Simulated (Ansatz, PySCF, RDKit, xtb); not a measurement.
# SiH3Cl: from the formula to a structure, part 2 of 2

Only the formula SiH3Cl is given. Aim: find the structure of lowest free energy at 298.15 K, then its properties.

xtb, Ansatz and PySCF; isolated molecules. The steps go on from the part before.

## 13. Electronic excitations (TD-B3LYP/def2-SVPD)

An in-house driver calls PySCF's response routines at TD-B3LYP/def2-SVPD; it has no typed input.

Standard output:

```text
coarse grid: 5112 points
cycle   1  E = -751.2450691095  dE = -9.451e-02  |g| = 2.126e-01  |ddm| = 2.203e+00
cycle   2  E = -751.2414879546  dE =  3.581e-03  |g| = 2.389e-01  |ddm| = 6.191e-01
cycle   3  E = -751.2584243756  dE = -1.694e-02  |g| = 1.636e-02  |ddm| = 3.311e-01
cycle   4  E = -751.2585125834  dE = -8.821e-05  |g| = 3.100e-03  |ddm| = 3.100e-02
cycle   5  E = -751.2585156063  dE = -3.023e-06  |g| = 3.798e-04  |ddm| = 5.050e-03
final grid: 39792 points
cycle   6  E = -751.3399247571  dE = -1.834e-06  |g| = 1.613e-03  |ddm| = 1.437e-02
cycle   7  E = -751.3399246330  dE =  1.241e-07  |g| = 1.694e-03  |ddm| = 4.627e-03
cycle   8  E = -751.3399254249  dE = -7.919e-07  |g| = 1.262e-04  |ddm| = 2.422e-03
cycle   9  E = -751.3399254300  dE = -5.041e-09  |g| = 2.319e-05  |ddm| = 1.575e-04
cycle  10  E = -751.3399254302  dE = -1.714e-10  |g| = 4.601e-06  |ddm| = 4.108e-05
converged SCF energy = -751.3399254302

Static polarisability (au): isotropic 42.835, principal 39.339 39.340 49.824

Singlet excitations
state   eV       nm        f      main configurations
  1   7.1031    174.5   0.01380   H->L 0.98
  2   7.1031    174.5   0.01380   H-1->L 0.98
  3   8.0440    154.1   0.00767   H->L+1 0.89, H-1->L+1 0.10
  4   8.0441    154.1   0.00767   H-1->L+1 0.89, H->L+1 0.10
  5   8.4129    147.4   0.00000   H-1->L+2 0.37, H->L+3 0.37, H->L+2 0.13
  6   8.6391    143.5   0.01486   H-1->L+2 0.45, H->L+3 0.45
  7   8.6391    143.5   0.01486   H->L+2 0.45, H-1->L+3 0.44
  8   8.7322    142.0   0.01777   H-1->L+3 0.33, H->L+2 0.33, H->L+3 0.12

Triplet excitations (Tamm-Dancoff, eV): 6.7348 6.7348 7.7511
```

Wall time 3.6 s (1 thread of AMD EPYC 7R43 (Zen 3), shared host).

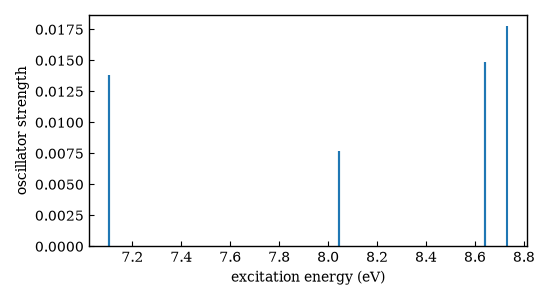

Vertical excitations as sticks.

The roots found:

```
excited state  energy (eV)  strength
            1        7.103    0.0138
            2        7.103    0.0138
            3        8.044    0.0077
            4        8.044    0.0077
            5        8.413    0.0000
            6        8.639    0.0149
            7        8.639    0.0149
            8        8.732    0.0178
```

## 14. NMR shieldings (GIAO PBE0/pcSseg-1)

An in-house driver calls PySCF's response routines at GIAO PBE0/pcSseg-1; it has no typed input.

Standard output:

```text
coarse grid: 5112 points
cycle   1  E = -751.1977734090  dE = -8.867e-02  |g| = 2.221e-01  |ddm| = 1.856e+00
cycle   2  E = -751.1967568526  dE =  1.017e-03  |g| = 2.419e-01  |ddm| = 5.473e-01
cycle   3  E = -751.2118786910  dE = -1.512e-02  |g| = 1.100e-02  |ddm| = 2.810e-01
cycle   4  E = -751.2118932999  dE = -1.461e-05  |g| = 2.179e-03  |ddm| = 1.078e-02
cycle   5  E = -751.2118939756  dE = -6.757e-07  |g| = 5.924e-04  |ddm| = 3.008e-03
final grid: 39792 points
cycle   6  E = -751.2217491143  dE = -8.781e-06  |g| = 2.779e-03  |ddm| = 6.567e-03
cycle   7  E = -751.2217492439  dE = -1.296e-07  |g| = 1.803e-03  |ddm| = 3.423e-03
cycle   8  E = -751.2217497619  dE = -5.180e-07  |g| = 3.387e-04  |ddm| = 2.111e-03
cycle   9  E = -751.2217497924  dE = -3.049e-08  |g| = 3.566e-05  |ddm| = 3.990e-04
cycle  10  E = -751.2217497926  dE = -2.601e-10  |g| = 7.166e-06  |ddm| = 4.350e-05
converged SCF energy = -751.2217497926

GIAO shielding tensors (ppm)
atom      isotropic    diamagn.    paramagn.     s11        s22        s33       span
  0 Cl    1041.680    1148.228    -106.548   1018.962   1053.036   1053.042     34.081
  1 Si     382.363     876.947    -494.584    348.251    348.255    450.583    102.332
  2 H       26.257      27.112      -0.855     22.697     24.441     31.633      8.936
  3 H       26.257      26.875      -0.618     22.697     24.441     31.633      8.936
  4 H       26.257      28.872      -2.615     22.698     24.441     31.633      8.936
```

It took 3.3 s on 1 thread of AMD EPYC 7R43 (Zen 3), shared host.

Isotropic shieldings, averaged over atoms that the bond graph makes equivalent (absolute, not shifts):

```
     atoms  shielding (ppm)
       Cl1           1041.7
       Si2            382.4
H3, H4, H5            26.26
```

## 15. The cation at the same geometry (PBE0/def2-TZVPD)

Input file input.yaml:

```yaml
crystal:
  periodic: [false, false, false]
  atoms:
    - {symbol: Cl, position_ang: [1.667562, -1.468480, -1.859121]}
    - {symbol: Si, position_ang: [-0.300603, -0.959719, -2.236875]}
    - {symbol: H, position_ang: [-1.115659, -2.203920, -2.303560]}
    - {symbol: H, position_ang: [-0.370047, -0.233747, -3.534928]}
    - {symbol: H, position_ang: [-0.792180, -0.085775, -1.136251]}
basis:
  gaussian: {orbitals: def2-TZVPD}
hamiltonian: {xc: pbe0}
total_charge: 1
magnetization: {spin_polarized: true, initial_magnetization: 1}
```

Command:

```
$ ansatz run input.yaml --threads 1 --pin off --max-ram 2610MiB --events-out events.jsonl --progress --plain --runs-dir runs
```

Standard output:

```text
Warning: RAYON_NUM_THREADS=1 ignored (pool sized by the plan → 1); use --threads N
[... 2 set-up lines as earlier in the session ...]
  parameter a = 0.25
  parameter kappa = 0.804
  parameter beta = 0.06672455060314922
  exchange = (1 - a)*pbe_x(kappa = kappa, mu = beta*pi^2/3) + a*exact_x
  correlation = pbe_c(beta = beta)
757 factors; their error is unknown
mean field evaluation 1: about -20430.1771 eV, gradient 1.8e1 eV
mean field evaluation 2: about -20428.4677 eV, gradient 2.4e1 eV
mean field evaluation 4: about -20431.8357 eV, gradient 2.3e0 eV
mean field evaluation 8: about -20431.8686 eV, gradient 9.9e-2 eV
mean field evaluation 16: about -20431.9008 eV, gradient 1.5e-4 eV
mean field evaluation 32: about -20431.9008 eV, gradient 2.7e-6 eV
mean field -20431.90079765 eV, -750.8585050740 hartree, gradient 3.3e-6 eV, S^2 0.758677; 3 other end points of the search recorded, 0 dependent functions left out
reference -20431.90082700 eV, -750.8585061524 hartree; 17, 16 occupied and 99, 100 virtual orbitals, 757 factors
Total energy: -20431.90082700 eV, -750.8585061524 hartree
```

Wall time 22 s (1 thread of AMD EPYC 7R43 (Zen 3), shared host).

Difference from the parent: 11.45 eV.

## 16. The anion at the same geometry (PBE0/def2-TZVPD)

Edit input.yaml of step 15 so:

```diff
@@ -9,5 +9,11 @@
 basis:
-  gaussian: {orbitals: def2-TZVPD}
-hamiltonian: {xc: pbe0}
-total_charge: 1
-magnetization: {spin_polarized: true, initial_magnetization: 1}
+  gaussian:
+    orbitals: def2-TZVPD
+total_charge: -1
+magnetization:
+  spin_polarized: true
+  initial_magnetization: 1
+hamiltonian:
+  xc: {name: PBE0}
+scf:
+  lower_state_search: "off"
```

Command:

```
$ ansatz run input.yaml --threads 1 --pin off --max-ram 2610MiB --events-out events.jsonl --progress --plain --runs-dir runs
```

Standard output (excerpt; [...] marks lines left out):

```text
Warning: RAYON_NUM_THREADS=1 ignored (pool sized by the plan → 1); use --threads N
[... 2 set-up lines as earlier in the session ...]
[...]
757 factors; their error is unknown
[...]
mean field -20442.35480039 eV, -751.2426825887 hartree, gradient 5.0e-6 eV, S^2 0.751489; 0 other end points of the search recorded, 0 dependent functions left out
reference -20442.35483121 eV, -751.2426837213 hartree; 18, 17 occupied and 98, 99 virtual orbitals, 757 factors
Total energy: -20442.35483121 eV, -751.2426837213 hartree
Checks for a lower state left out: stability, starts, cluster_reference, orbital_swaps, neighbouring_geometries, increment
```

Wall time 4.5 s (1 thread of AMD EPYC 7R43 (Zen 3), shared host).

Parent less the species with the added electron: -1.00 eV. The extra electron isn't bound at this geometry, so the number measures the basis, not the molecule.

## 17. The triplet at the same geometry (PBE0/def2-TZVPD)

Input file input.yaml:

```yaml
basis:
  gaussian: {orbitals: def2-TZVPD}
crystal:
  periodic: [false, false, false]
  atoms:
    - {symbol: Cl, position_ang: [1.667562, -1.468480, -1.859121]}
    - {symbol: Si, position_ang: [-0.300603, -0.959719, -2.236875]}
    - {symbol: H, position_ang: [-1.115659, -2.203920, -2.303560]}
    - {symbol: H, position_ang: [-0.370047, -0.233747, -3.534928]}
    - {symbol: H, position_ang: [-0.792180, -0.085775, -1.136251]}
magnetization: {spin_polarized: true, initial_magnetization: 2}
hamiltonian: {xc: pbe0}
```

Command:

```
$ ansatz run input.yaml --threads 1 --pin off --max-ram 2610MiB --events-out events.jsonl --progress --plain --runs-dir runs
```

Standard output (excerpt; [...] marks lines left out):

```text
Warning: RAYON_NUM_THREADS=1 ignored (pool sized by the plan → 1); use --threads N
[... 7 set-up lines as earlier in the session ...]
757 factors; their error is unknown
mean field evaluation 1: about -20435.0058 eV, gradient 1.3e1 eV
mean field evaluation 2: about -20431.7796 eV, gradient 2.5e1 eV
mean field evaluation 4: about -20436.4383 eV, gradient 1.1e0 eV
mean field evaluation 8: about -20436.4466 eV, gradient 1.6e-1 eV
mean field evaluation 16: about -20436.4804 eV, gradient 6.1e-4 eV
mean field evaluation 32: about -20436.4804 eV, gradient 1.2e-5 eV
mean field evaluation 64: about -20436.3594 eV, gradient 1.3e0 eV
mean field -20436.48039998 eV, -751.0268023552 hartree, gradient 1.5e-6 eV, S^2 2.006379; 11 other end points of the search recorded, 0 dependent functions left out
reference -20436.48043722 eV, -751.0268037240 hartree; 18, 16 occupied and 98, 100 virtual orbitals, 757 factors
Total energy: -20436.48043722 eV, -751.0268037240 hartree
```

Run time: 28 s. Hardware: 1 thread of AMD EPYC 7R43 (Zen 3), shared host.

It lies 6.87 eV above the singlet.

## 18. Stability of the closed-shell solution (PBE0/def2-SVP)

Input file start.xyz:

```xyz
5

Cl     1.667562    -1.468480    -1.859121
Si    -0.300603    -0.959719    -2.236875
H     -1.115659    -2.203920    -2.303560
H     -0.370047    -0.233747    -3.534928
H     -0.792180    -0.085775    -1.136251
```

Input file job.py:

```python
from pyscf import gto, dft

mol = gto.M(
    atom='start.xyz',
    spin=0,
    max_memory=1860,
    basis='def2-svp',
    verbose=3,
)

mf = dft.RKS(mol, xc='pbe0')
mf = mf.density_fit(auxbasis='def2-universal-jkfit')
mf.max_cycle = 100
mf.grids.level = 3
mf.kernel()
if not mf.converged:
    mf = mf.newton().run(mf.mo_coeff, mf.mo_occ)

energy = mf.e_tot
print('E = %.10f Eh' % energy)
mo_i, mo_e, stable_i, stable_e = mf.stability(internal=True, external=True, return_status=True)
print('stable: internal', stable_i, 'external', stable_e)
```

Command:

```
$ OMP_NUM_THREADS=1 python job.py
```

Standard output:

```text
converged SCF energy = -751.013823113705
E = -751.0138231137 Eh
<class 'pyscf.df.df_jk.DFRKS'> wavefunction is stable in the internal stability analysis
<class 'pyscf.df.df_jk.DFRKS'> wavefunction is stable in the real -> complex stability analysis
<class 'pyscf.df.df_jk.DFRKS'> wavefunction is stable in the RHF/RKS -> UHF/UKS stability analysis
stable: internal True external True
```

It took 22 s on 1 thread of AMD EPYC 7R43 (Zen 3), shared host.

## 19. What came out

This closing draws on all 2 parts.

```
                                                       quantity                                                                   value
                                         lowest structure found                                                  [SiH3]Cl, singlet, C3v
                                                         funnel  10 starts, 6 minima at GFN2-xTB, 3 screening runs, 2 relaxed, 1 ranked
                                           CPU time of all runs                                                                 4.5 min
harmonic wavenumbers, lowest and highest (PBE0-D3(BJ)/def2-SVP)                                                       558 and 2267 cm⁻¹
                            rotational constants, same geometry                                                      2.809, 0.2169 cm⁻¹
                                dipole moment (PBE0/def2-TZVPD)                                                                  1.30 D
                                  HOMO energy (PBE0/def2-TZVPD)                                                                -9.06 eV
                                  LUMO energy (PBE0/def2-TZVPD)                                                                -0.38 eV
                                HOMO–LUMO gap (PBE0/def2-TZVPD)                                                                 8.69 eV
                         lowest excitation (TD-B3LYP/def2-SVPD)                                                     7.10 eV (f = 0.014)
            lowest triplet excitation, same level, Tamm-Dancoff                                                                 6.73 eV
                                     vertical ionisation energy                                                                11.45 eV
                                     vertical electron affinity                      -1.00 eV (unbound: the value depends on the basis)
                                  vertical triplet less singlet                                                                +6.87 eV
```

The search ends on `[SiH3]Cl`. Only this structure reached the final ranking, so no rival was compared at the last level. The largest share of the time went into the relaxations (59 %). Measured dipole moment: 1.31 D (NIST CCCBDB Release 22 (SRD 101), experimental dipoles); the calculated dipole moment, 1.30 D, differs by -0.01 D. The search is not exhaustive (a finite list of starts, one conformer a finalist), so a lower isomer can't be ruled out.
